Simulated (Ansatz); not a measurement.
# HCl (hydrogen chloride): B3LYP/6-31G(d) (spherical functions)

What is the vertical electron affinity of HCl (hydrogen chloride) at B3LYP/6-31G* (spherical functions)? 

The calculation is run with Ansatz 0.2.0.

32 further runs of the same task are left out: 32 set aside as unsound or not needed.

### Step 1. The structure to begin with

HCl: 2 atoms, total charge 0, spin state singlet. As SMILES, `Cl`. Geometry: relaxed at PBE0-D4/def2-TZVP.

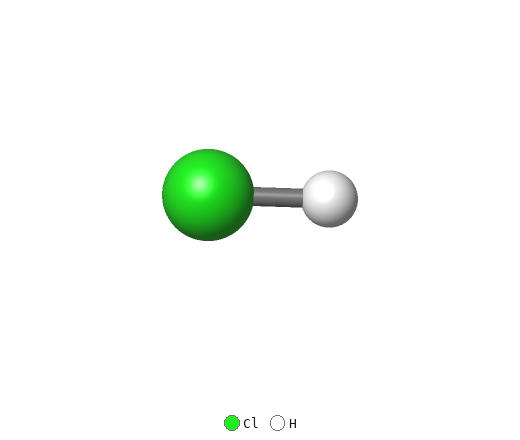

The structure, seen from a chosen angle (chlorine green, hydrogen white).

### Step 2. A single-point energy at B3LYP/6-31G(d) (spherical functions)

input.yaml

```yaml
crystal:
  periodic: [false, false, false]
  atoms:
    - {symbol: Cl, position_ang: [0.546000, -0.178500, 0.280800]}
    - {symbol: H, position_ang: [-0.546000, 0.178500, -0.280800]}
basis:
  gaussian:
    orbitals: 6-31G_st_-spherical.json
magnetization:
  spin_polarized: false
hamiltonian:
  xc: {name: B3LYP}
accuracy: high
output: {orbitals: {seedname: orbitals}}
```

The basis set 6-31G* is read from a file made from the Basis Set Exchange's data (not shown).

Command:

```sh
$ ansatz run input.yaml --threads 1 --pin off --max-ram 3480MiB --events-out events.jsonl --progress --plain --runs-dir runs
```

Standard output:

```text
Warning: RAYON_NUM_THREADS=1 ignored (pool sized by the plan → 1); use --threads N
Functional definition: B3LYP
  name "B3LYP"
  parameter a0 = 0.2
  parameter ax = 0.72
  parameter ac = 0.81
  exchange = (1 - a0 - ax)*slater_x + ax*b88_x + a0*exact_x
  correlation = (1 - ac)*vwn_rpa_c + ac*lyp_c
319 factors; integrals over basis functions are off by at most 3.1e-9 eV
mean field evaluation 1: about -12538.5187 eV, gradient 9.5e0 eV
mean field evaluation 2: about -12538.5741 eV, gradient 8.9e0 eV
mean field evaluation 4: about -12538.7996 eV, gradient 1.8e-1 eV
mean field evaluation 8: about -12538.7946 eV, gradient 5.3e-4 eV
mean field -12538.79464952 eV, -460.7922042694 hartree, gradient 7.8e-8 eV, S^2 0.000000; 0 other end points of the search recorded, 0 dependent functions left out
reference -12538.79467302 eV, -460.7922051330 hartree; 9, 9 occupied and 11, 11 virtual orbitals, 319 factors
Total energy: -12538.79467302 eV, -460.7922051330 hartree
```

Run time: 0.42 s. Hardware: 1 thread of Arm Neoverse V2, shared host.

### Step 3. The doublet anion, same level

input.yaml

```yaml
crystal:
  periodic: [false, false, false]
  atoms:
    - symbol: Cl
      position_ang: [0.546000, -0.178500, 0.280800]
    - symbol: H
      position_ang: [-0.546000, 0.178500, -0.280800]
basis:
  gaussian:
    orbitals: 6-31G_st_-spherical.json
accuracy: high
output: {orbitals: {seedname: orbitals}}
hamiltonian:
  xc: {name: B3LYP}
total_charge: -1
magnetization:
  spin_polarized: true
  initial_magnetization: 1
```

The basis set 6-31G* is read from a file made from the Basis Set Exchange's data (not shown).

Command:

```sh
$ ansatz run input.yaml --threads 1 --pin off --max-ram 3480MiB --events-out events.jsonl --progress --plain --runs-dir runs
```

Standard output:

```text
Warning: RAYON_NUM_THREADS=1 ignored (pool sized by the plan → 1); use --threads N
Functional definition: B3LYP
  name "B3LYP"
  parameter a0 = 0.2
  parameter ax = 0.72
  parameter ac = 0.81
  exchange = (1 - a0 - ax)*slater_x + ax*b88_x + a0*exact_x
  correlation = (1 - ac)*vwn_rpa_c + ac*lyp_c
320 factors; integrals over basis functions are off by at most 3.1e-9 eV
mean field evaluation 1: about -12533.9159 eV, gradient 1.6e1 eV
mean field evaluation 2: about -12534.2892 eV, gradient 1.4e1 eV
mean field evaluation 4: about -12535.3681 eV, gradient 3.0e-1 eV
mean field evaluation 8: about -12535.4713 eV, gradient 1.5e-2 eV
mean field evaluation 16: about -12535.4713 eV, gradient 1.3e-6 eV
mean field -12535.47125833 eV, -460.6700718960 hartree, gradient 2.1e-8 eV, S^2 0.750719; 0 other end points of the search recorded, 0 dependent functions left out
reference -12535.47128273 eV, -460.6700727926 hartree; 10, 9 occupied and 10, 11 virtual orbitals, 320 factors
Total energy: -12535.47128273 eV, -460.6700727926 hartree
```

It took 0.82 s on 1 thread of Arm Neoverse V2, shared host.

### Step 4. What came out

At B3LYP/6-31G* (spherical functions):

| quantity | value |
| --- | --- |
| singlet HCl: total energy | -460.79221 Eh |
| singlet HCl: HOMO energy | -9.02 eV |
| singlet HCl: LUMO energy | 0.38 eV |
| singlet HCl: HOMO–LUMO gap | 9.40 eV |
| doublet anion: total energy | -460.67007 Eh |
| doublet anion: HOMO energy (highest over α and β) | 6.41 eV |
| doublet anion: LUMO energy (lowest over α and β) | 9.69 eV |
| doublet anion: ⟨S²⟩ | 0.751 |
| vertical electron affinity (to the doublet anion) | -3.323 eV |

In words: The anion lies 3.32 eV (77 kcal/mol) above the neutral: the electron isn't bound at this level, and such a value depends on the basis. Without diffuse functions anions come out too high. The HOMO (doublet anion) lies at positive energy, 6.41 eV; only total energies tell whether the electron is bound.
